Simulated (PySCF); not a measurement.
# Run report: C8H7Si, EPR calculation

System: C8H7Si, multiplicity 2.
Method: UKS B3LYP, pcH-1 on C H Si, non-relativistic, mean-field spin-orbit, GIAO (PySCF 2.14.0).

It belongs to a series of runs on one base structure; here: H removed from aryl C.

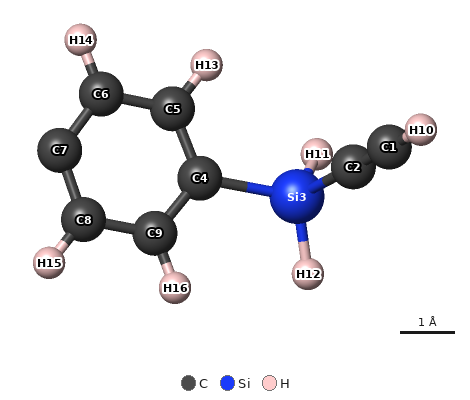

**Figure 1.** The structure as given in the input (ball-and-stick view, seen at a tilt; atoms are numbered from 1 in the order of the input).

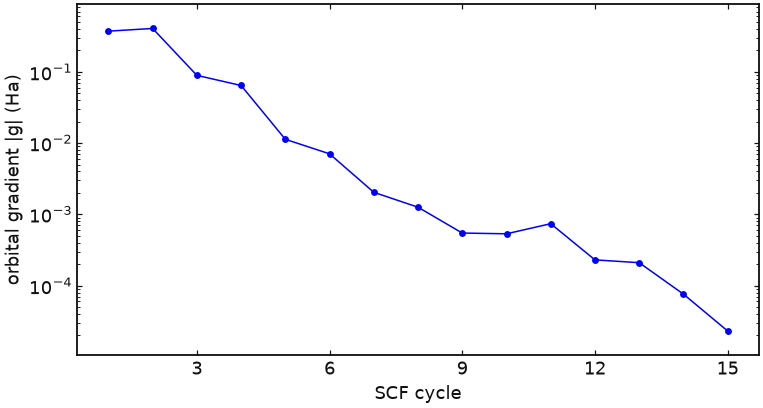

**Figure 2.** Convergence of the self-consistent field: orbital gradient |g| against the SCF cycle. All cycles printed in the log are drawn one after another.

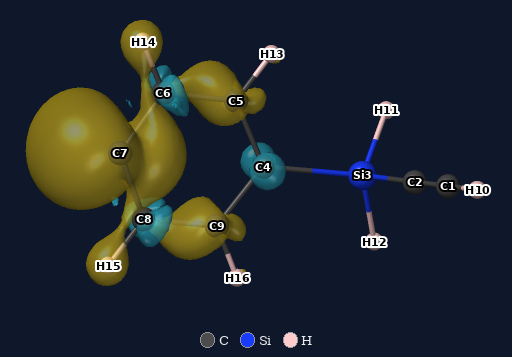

**Figure 3.** Isosurfaces of the spin density at +0.015 (yellow) and −0.015 e/Å³ (cyan), seen at a tilt. The unpaired spin (1 electron) lies mostly on C7 (about 0.8), in electrons by Hirshfeld's partition.

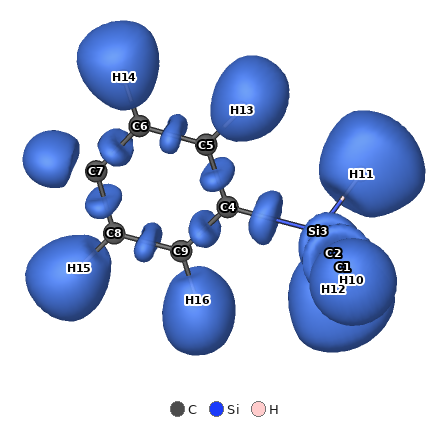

**Figure 4.** Isosurface of the electron localisation function at 0.85 (blue), seen at a tilt. Core shells and regions of very low density are left out. Along the contacts the grid gives the following. C–C (1.20 Å): the ELF peaks at about 0.85 between the atoms (a multiple bond by its length, whose ELF region spreads away from the axis).

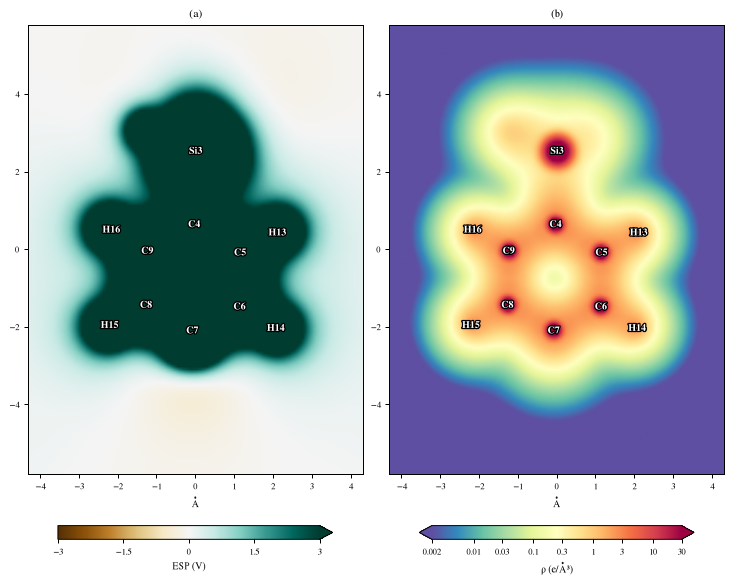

**Figure 5.** (a) electrostatic potential; (b) total electron density on the plane of atoms C5, C6 and C7. The section cuts through Si, C and H sites. C–C (1.36 Å): ρ is about 2.2 e/Å³ halfway. C–Si (1.89 Å): ρ is about 0.94 e/Å³ halfway.

The input and output of the run follow.

The input
```
{"job": {"kind": "epr", "basis": "pcH-1"}, "charge": 0, "multiplicity": 2}
C      3.454050    -0.283069     1.231347
C      2.630185    -0.560165     0.400353
Si     1.347939    -0.966104    -0.872659
C     -0.269868    -0.147587    -0.331010
C     -0.459960     1.214408    -0.525978
C     -1.640497     1.837665    -0.127075
C     -2.595325     1.060941     0.459934
C     -2.465742    -0.278444     0.678355
C     -1.278677    -0.886063     0.272267
H      4.177147    -0.043213     1.957718
H      1.775637    -0.410906    -2.162921
H      1.178202    -2.422248    -0.933702
H      0.313393     1.808844    -0.993600
H     -1.776902     2.897421    -0.285583
H     -3.243301    -0.863996     1.146838
H     -1.153880    -1.948540     0.433354
```

The first line tells a small driver script what to run in PySCF; the rest is the geometry in Å.

Run as:
```bash
OMP_NUM_THREADS=1 python <driver script> task.json out
```

Output
```
UKS, coarse grid
  cycle   1  E = -598.37495235  |g| = 3.72e-01
  cycle   2  E = -598.36018853  |g| = 4.06e-01
  cycle   3  E = -598.44165578  |g| = 8.92e-02
  cycle   4  E = -598.44369206  |g| = 6.43e-02
  cycle   5  E = -598.44588050  |g| = 1.13e-02
  cycle   6  E = -598.44593462  |g| = 7.07e-03
  cycle   7  E = -598.44596770  |g| = 2.04e-03
  cycle   8  E = -598.44597498  |g| = 1.26e-03
  cycle   9  E = -598.44597720  |g| = 5.47e-04
UKS, final grid
  cycle   1  E = -598.44597535  |g| = 5.34e-04
  cycle   2  E = -598.44597549  |g| = 7.40e-04
  cycle   3  E = -598.44597579  |g| = 2.30e-04
  cycle   4  E = -598.44597586  |g| = 2.10e-04
  cycle   5  E = -598.44597596  |g| = 7.61e-05
  cycle   6  E = -598.44597597  |g| = 2.31e-05
E = -598.44597597 Eh   <S^2> = 0.7569 (exact 0.7500)
g shifts (ppm)      1          2          3
  rmc          -163       -163       -163
  gc             29         11        -56
  oz_so        -664        -38        972
  total        -799       -190        753
hyperfine (MHz)  atom isotope    a_iso     a_fc   dipolar eigenvalues
    0   13C      -0.11      -0.11     -0.15     -0.00      0.15
    1   13C      -1.63      -1.63     -0.16     -0.06      0.22
    2  29Si      -8.03      -8.04     -0.84      0.39      0.44
    3   13C      -6.14      -6.15     -5.95      2.09      3.87
    4   13C      45.93      45.94     -6.48     -2.34      8.82
    5   13C      13.91      13.91    -13.91     -2.55     16.46
    6   13C     407.00     407.13    -78.77    -62.32    141.08
    7   13C      13.66      13.67    -14.03     -2.49     16.52
    8   13C      45.50      45.51     -6.50     -2.43      8.93
    9    1H      -0.00      -0.00     -0.22     -0.18      0.40
   10    1H      -0.85      -0.85     -0.55     -0.42      0.97
   11    1H      -0.10      -0.10     -0.55     -0.44      0.99
   12    1H      15.73      15.73     -3.14     -2.23      5.37
   13    1H      56.49      56.49     -6.92     -5.73     12.65
   14    1H      56.82      56.82     -6.92     -5.72     12.64
   15    1H      15.77      15.76     -3.15     -2.23      5.37
```

Results in brief

```csv
quantity,value
outcome,converged
total energy,−598.445976 hartree
⟨S²⟩,0.757
isotropic g,2.0022
hardware,"1 CPU thread, shared host"
wall time,3.3 min
peak memory,0.98 GiB
```
